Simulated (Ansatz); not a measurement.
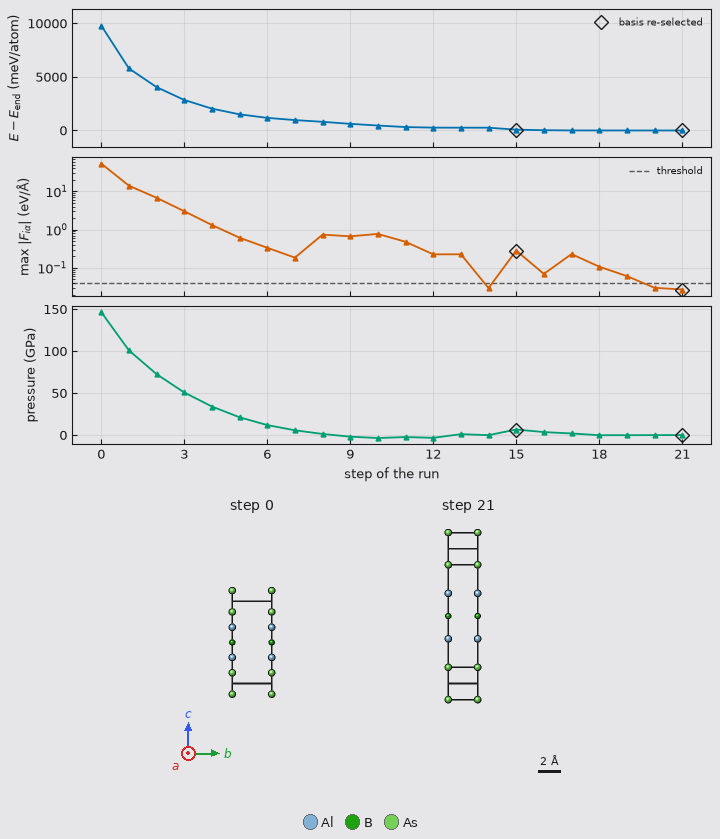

First and last geometry of a relaxation of crystalline Al2BAs2 (a generated structure, set up in P4/mmm) (coarse preliminary run), with the history of the run. Style: ball-and-stick. Shown: the cell of the calculation, along the a axis.

All numbers below come from Ansatz, DFT PBE, scalar-relativistic, plane waves, PAW.

Input
```yaml
crystal:
  lattice:
    - [3.64008816, 0.0, 0.0]
    - [0.0, 3.64008816, 0.0]
    - [0.0, 0.0, 7.59703007]
  atoms:
    - { symbol: Al, position: [0.0, 0.0, 0.31652903] }
    - { symbol: Al, position: [0.0, 0.0, 0.68347097] }
    - { symbol: B, position: [0.0, 0.0, 0.5] }
    - { symbol: As, position: [0.0, 0.0, 0.13001819] }
    - { symbol: As, position: [0.0, 0.0, 0.86998181] }
basis:
  ecutwfc: 420
kpoints:
  mp_grid: { grid: [6, 6, 2] }
hamiltonian:
  xc: pbe
scf:
  occupations: { method: gaussian, width: 0.1 }
  lower_state_search: "off"
output:
  forces: true
  stress: true
  eigenvalues: true
relax:
  adjacent_minimum: "off"
  f_tol: 0.04
  max_steps: 70
  cell: { stress_tol: 0.4 }
```

Run as
```bash
ansatz run input.yaml --threads 1 --pin off --max-ram 2560MiB --backend cpu --events-out ev --progress --plain --runs-dir out
```

Did the run converge, and what did it change?

Answer. It converged. The largest moves relative to the cell, 0.18 Å, are those of Al1 and Al2. Al2 goes along −c. Largest moves by element: Al 0.18 Å, As 0.13 Å. B stays in place. The volume changes by −8.8 %, with a = b 3.640 → 2.715 Å (−25.4 %), c 7.597 → 12.452 Å (+63.9 %). Near-neighbour distances that change, for instance: B3–As4 2.811 → 4.733 Å, Al1–As4 1.417 → 2.634 Å, As4–As5 1.976 → 2.986 Å, As4–As4 3.640 → 2.715 Å. The space group stays P4/mmm (No. 123). The energy falls by 9805 meV per atom in 19 accepted moves (21 points after the start). The largest force component goes from 54 to 0.027 eV/Å. Pressure: 146.63 GPa at the start and 0.06 GPa at the end. At 2 points the geometry stayed and the basis and grid were re-selected for the new cell (energy shift of 181 meV per atom at most each time). Cost: 2.9 min on 1 thread of AMD EPYC 7571 (shared host), peak memory 0.44 GiB.

Limits of the set-up: the k-point mesh is coarse for a cell with partly filled bands.
